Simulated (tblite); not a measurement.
## Run report: C$_{16}$H$_{18}$O$_{3}$S, geometry relaxation

- system: C$_{16}$H$_{18}$O$_{3}$S, SMILES O=S(=O)(Oc1ccc2ccccc2c1)C1CCCCC1
- method: GFN2-xTB geometry optimisation, gas phase (tblite 0.8.0)

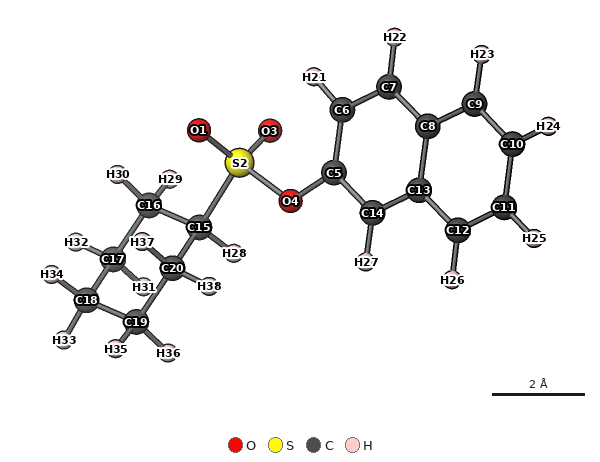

Fig. 1: The starting structure (ball-and-stick view, seen at a tilt; atoms are numbered from 1 in the order of the input). Bond lengths as drawn: C–C 1.39 to 1.54 Å, C–H 1.08 to 1.10 Å, C–O 1.37 Å, C–S 1.80 Å and O–S 1.45 to 1.63 Å.

Results in brief

```tsv
quantity	value
outcome	converged
total energy	−1603.5786 eV
HOMO	−10.36 eV
LUMO	−7.18 eV
point group	C1
dipole moment	3.94 D
hardware	2 CPU threads, shared host
wall time	1.2 s (CPU time 1.5 s)
peak memory	0.18 GiB
```

Input
```
{"job": {"kind": "relax", "xc": "GFN2-xTB", "basis": "xTB"}, "charge": 0, "multiplicity": 1}
O     -0.842200    -0.235100     2.255000
S     -0.914900     0.847300     1.282700
O     -0.718000     2.225100     1.684900
O      0.077300     0.517700     0.031200
C      1.440600     0.441900     0.171200
C      2.152100     0.688300     1.334900
C      3.550400     0.586900     1.337100
C      4.254400     0.238600     0.177500
C      5.653800     0.126600     0.166100
C      6.328600    -0.220300    -0.999900
C      5.619400    -0.465600    -2.175200
C      4.226900    -0.363900    -2.179700
C      3.526600    -0.011900    -1.007700
C      2.131700     0.095000    -1.002300
C     -2.469400     0.729800     0.390100
C     -3.638500     1.092400     1.317600
C     -4.977900     0.974400     0.594600
C     -5.168700    -0.415300    -0.019000
C     -4.008100    -0.780100    -0.934000
C     -2.660600    -0.666300    -0.218600
H      1.662700     0.968100     2.268600
H      4.086200     0.782900     2.266100
H      6.226500     0.321000     1.079000
H      7.411200    -0.303300    -0.996300
H      6.150900    -0.733000    -3.082200
H      3.686800    -0.558100    -3.102900
H      1.565100    -0.091200    -1.910400
H     -2.402800     1.471000    -0.411800
H     -3.515800     2.116100     1.682700
H     -3.637100     0.438800     2.196600
H     -5.034500     1.732500    -0.196800
H     -5.794300     1.180200     1.297800
H     -6.108600    -0.441200    -0.582400
H     -5.248700    -1.157900     0.786800
H     -4.140700    -1.803000    -1.309000
H     -4.010400    -0.120400    -1.816100
H     -2.606900    -1.434000     0.557300
H     -1.859400    -0.887400    -0.935500
```

The first line tells a small driver script what to run in tblite; the rest is the geometry in Å.

Command:
```bash
OMP_NUM_THREADS=2 python <driver script> task.json out
```

Output
```
step      E/eV     max force
  0   -1603.33109    1.710
  1   -1603.46709    0.852
  2   -1603.49802    0.488
  3   -1603.51865    0.272
  4   -1603.52691    0.390
  5   -1603.53180    0.208
  6   -1603.53752    0.202
  7   -1603.54335    0.159
  8   -1603.54668    0.159
  9   -1603.54987    0.131
 10   -1603.55262    0.143
 11   -1603.55507    0.105
 12   -1603.55729    0.136
 13   -1603.55969    0.166
 14   -1603.56226    0.144
 15   -1603.56461    0.087
 16   -1603.56556    0.087
 17   -1603.56674    0.063
 18   -1603.56721    0.057
 19   -1603.56774    0.052
 20   -1603.56837    0.057
 21   -1603.56910    0.062
 22   -1603.56980    0.060
 23   -1603.57057    0.078
 24   -1603.57139    0.086
 25   -1603.57218    0.060
 26   -1603.57285    0.057
 27   -1603.57342    0.061
 28   -1603.57395    0.064
 29   -1603.57453    0.059
 30   -1603.57517    0.062
 31   -1603.57582    0.068
 32   -1603.57635    0.047
 33   -1603.57677    0.045
 34   -1603.57715    0.049
 35   -1603.57752    0.043
 36   -1603.57784    0.034
 37   -1603.57806    0.027
 38   -1603.57821    0.027
 39   -1603.57835    0.029
 40   -1603.57849    0.023
 41   -1603.57860    0.018
```

Trajectory as extended XYZ (Å, eV, eV/Å), 3 of the 24 frames kept, from step=0 to step=41
```
38
Properties=species:S:1:pos:R:3:forces:R:3 step=0 energy=-1603.33109
O    -0.8422   -0.2351    2.2550    0.1830   1.3170  -0.7390
S    -0.9149    0.8473    1.2827   -0.1670  -0.2490   0.8260
O    -0.7180    2.2251    1.6849    0.0430  -1.1390   0.0570
O     0.0773    0.5177    0.0312   -0.1550   0.0690   0.3640
C     1.4406    0.4419    0.1712    0.5710  -0.3940  -1.5630
C     2.1521    0.6883    1.3349    1.2710   0.1440   0.8930
C     3.5504    0.5869    1.3371   -1.3050   0.1760   0.3620
C     4.2544    0.2386    0.1775    0.1950   0.0520   0.3970
C     5.6538    0.1266    0.1661    1.0150  -0.1850  -0.5670
C     6.3286   -0.2203   -0.9999   -0.2140   0.2470   0.9470
C     5.6194   -0.4656   -2.1752   -1.2440   0.0550  -0.1480
C     4.2269   -0.3639   -2.1797    1.2400  -0.1530  -0.2920
C     3.5266   -0.0119   -1.0077   -0.0680  -0.1300  -0.5710
C     2.1317    0.0950   -1.0023   -0.7460   0.2240   0.7580
C    -2.4694    0.7298    0.3901   -0.9120  -0.3020  -0.5740
C    -3.6385    1.0924    1.3176    0.3040  -0.0160   0.1490
C    -4.9779    0.9744    0.5946   -0.1840   0.0310  -0.2070
C    -5.1687   -0.4153   -0.0190   -0.1330  -0.0390   0.2590
C    -4.0081   -0.7801   -0.9340   -0.0160   0.0930  -0.4030
C    -2.6606   -0.6663   -0.2186    0.2030   0.0020   0.0500
H     1.6627    0.9681    2.2686   -0.0790  -0.1270  -0.4620
H     4.0862    0.7829    2.2661   -0.1360  -0.0690  -0.3460
H     6.2265    0.3210    1.0790   -0.3230  -0.0830  -0.3630
H     7.4112   -0.3033   -0.9963   -0.2020   0.0250   0.0140
H     6.1509   -0.7330   -3.0822   -0.1200   0.0380   0.1440
H     3.6868   -0.5581   -3.1029    0.0380   0.0620   0.2600
H     1.5651   -0.0912   -1.9104    0.1280   0.0450   0.2310
H    -2.4028    1.4710   -0.4118    0.1170  -0.0320   0.1260
H    -3.5158    2.1161    1.6827    0.1190  -0.0590  -0.0500
H    -3.6371    0.4388    2.1966    0.1260  -0.0550  -0.1690
H    -5.0345    1.7325   -0.1968    0.0570  -0.1290   0.0710
H    -5.7943    1.1802    1.2978    0.1640  -0.0420  -0.0880
H    -6.1086   -0.4412   -0.5824    0.1280   0.0050   0.0670
H    -5.2487   -1.1579    0.7868    0.0710   0.1450  -0.1380
H    -4.1407   -1.8030   -1.3090    0.0620   0.1470   0.1170
H    -4.0104   -0.1204   -1.8161   -0.0060  -0.0640   0.2540
H    -2.6069   -1.4340    0.5573    0.0320   0.2110   0.1580
H    -1.8594   -0.8874   -0.9355   -0.0600   0.1800   0.1730
38
Properties=species:S:1:pos:R:3:forces:R:3 step=18 energy=-1603.56721
O    -0.8554   -0.2189    2.2539    0.0110  -0.0010  -0.0400
S    -0.9395    0.8338    1.2884   -0.0090  -0.0560   0.0050
O    -0.7249    2.1701    1.7517    0.0470   0.0130   0.0090
O     0.0644    0.5181    0.0446    0.0080   0.0050  -0.0310
C     1.4383    0.4289    0.1256   -0.0030   0.0080  -0.0070
C     2.1384    0.6825    1.3184   -0.0020   0.0000  -0.0040
C     3.5035    0.5881    1.3377   -0.0020  -0.0080  -0.0200
C     4.2335    0.2389    0.1806   -0.0180  -0.0070  -0.0120
C     5.6412    0.1299    0.1672   -0.0290   0.0080   0.0210
C     6.3072   -0.2118   -0.9772   -0.0140   0.0100   0.0310
C     5.5982   -0.4607   -2.1625   -0.0070   0.0030   0.0050
C     4.2358   -0.3634   -2.1842   -0.0160  -0.0010   0.0060
C     3.5186   -0.0141   -1.0201   -0.0120  -0.0020   0.0060
C     2.1140    0.0879   -1.0192   -0.0020   0.0000  -0.0030
C    -2.4795    0.7411    0.3424   -0.0300  -0.0040  -0.0030
C    -3.6065    1.0875    1.2976   -0.0270   0.0090   0.0120
C    -4.9584    0.9784    0.5883    0.0140  -0.0020  -0.0010
C    -5.1490   -0.4188    0.0016    0.0150   0.0070   0.0060
C    -3.9961   -0.7732   -0.9352   -0.0120   0.0040   0.0070
C    -2.6498   -0.6548   -0.2158   -0.0150  -0.0250  -0.0190
H     1.5742    0.9506    2.1970   -0.0050   0.0000   0.0110
H     4.0475    0.7832    2.2510   -0.0290  -0.0020  -0.0050
H     6.1872    0.3204    1.0801   -0.0190   0.0070   0.0090
H     7.3841   -0.2930   -0.9794    0.0010   0.0010   0.0130
H     6.1397   -0.7303   -3.0567    0.0110  -0.0020  -0.0150
H     3.6841   -0.5532   -3.0931    0.0010  -0.0050  -0.0140
H     1.5660   -0.1021   -1.9293   -0.0150   0.0010   0.0010
H    -2.3652    1.4902   -0.4389    0.0030   0.0030  -0.0040
H    -3.4560    2.0928    1.6935    0.0040   0.0090  -0.0050
H    -3.5689    0.3871    2.1350    0.0030   0.0090   0.0070
H    -5.0061    1.7172   -0.2152    0.0100  -0.0050   0.0160
H    -5.7623    1.1967    1.2938    0.0290   0.0060  -0.0140
H    -6.0928   -0.4602   -0.5466    0.0150  -0.0070   0.0130
H    -5.2022   -1.1510    0.8099    0.0400   0.0170   0.0050
H    -4.1248   -1.7899   -1.3116    0.0210   0.0200   0.0110
H    -4.0076   -0.0945   -1.7916    0.0130  -0.0110   0.0130
H    -2.6037   -1.3605    0.6159    0.0060  -0.0080   0.0020
H    -1.8332   -0.8866   -0.8997    0.0180   0.0070  -0.0120
38
Properties=species:S:1:pos:R:3:forces:R:3 step=41 energy=-1603.57860
O    -0.8251   -0.2830    2.1944    0.0080   0.0000  -0.0090
S    -0.9252    0.8081    1.2751    0.0040  -0.0040  -0.0040
O    -0.6869    2.1236    1.7852    0.0030  -0.0080   0.0010
O     0.0435    0.5349   -0.0061   -0.0010   0.0080   0.0010
C     1.4130    0.4286    0.0848    0.0000   0.0030  -0.0010
C     2.0938    0.6757    1.2890    0.0080   0.0020   0.0060
C     3.4563    0.5795    1.3264    0.0130  -0.0040  -0.0070
C     4.1977    0.2341    0.1767    0.0060   0.0000  -0.0050
C     5.6045    0.1348    0.1852    0.0050  -0.0010   0.0060
C     6.2894   -0.2022   -0.9490   -0.0020  -0.0010   0.0130
C     5.5987   -0.4564   -2.1441    0.0060  -0.0040  -0.0020
C     4.2359   -0.3683   -2.1869    0.0040   0.0000   0.0040
C     3.5011   -0.0211   -1.0338    0.0000  -0.0010  -0.0010
C     2.0975    0.0820   -1.0520   -0.0040   0.0050   0.0040
C    -2.4710    0.7485    0.3460    0.0080   0.0110   0.0000
C    -3.5913    1.1056    1.3030   -0.0040   0.0030   0.0010
C    -4.9390    0.9865    0.5922   -0.0090   0.0040   0.0020
C    -5.1196   -0.4210    0.0302   -0.0080  -0.0080   0.0020
C    -3.9830   -0.7697   -0.9259   -0.0050  -0.0050  -0.0050
C    -2.6341   -0.6461   -0.2189   -0.0020   0.0020  -0.0020
H     1.5197    0.9418    2.1612   -0.0040   0.0030   0.0030
H     3.9854    0.7727    2.2480    0.0070  -0.0050   0.0000
H     6.1319    0.3310    1.1073    0.0050   0.0010   0.0100
H     7.3668   -0.2763   -0.9343    0.0010   0.0020   0.0010
H     6.1548   -0.7231   -3.0304    0.0130  -0.0010  -0.0110
H     3.6990   -0.5619   -3.1042    0.0060  -0.0020  -0.0030
H     1.5568   -0.1067   -1.9667   -0.0040   0.0030  -0.0050
H    -2.3487    1.4989   -0.4324   -0.0090   0.0070  -0.0140
H    -3.4375    2.1162    1.6843   -0.0010   0.0010   0.0030
H    -3.5522    0.4161    2.1494    0.0000   0.0050   0.0040
H    -4.9823    1.7119   -0.2226   -0.0030   0.0040  -0.0060
H    -5.7448    1.2166    1.2898   -0.0120   0.0000   0.0120
H    -6.0752   -0.4910   -0.4916   -0.0150  -0.0020   0.0000
H    -5.1314   -1.1388    0.8520   -0.0030  -0.0070   0.0120
H    -4.1082   -1.7858   -1.3020   -0.0090  -0.0130   0.0020
H    -4.0051   -0.0907   -1.7810   -0.0060   0.0050  -0.0020
H    -2.5735   -1.3558    0.6086    0.0030  -0.0030  -0.0030
H    -1.8179   -0.8626   -0.9088    0.0000   0.0000  -0.0040
```
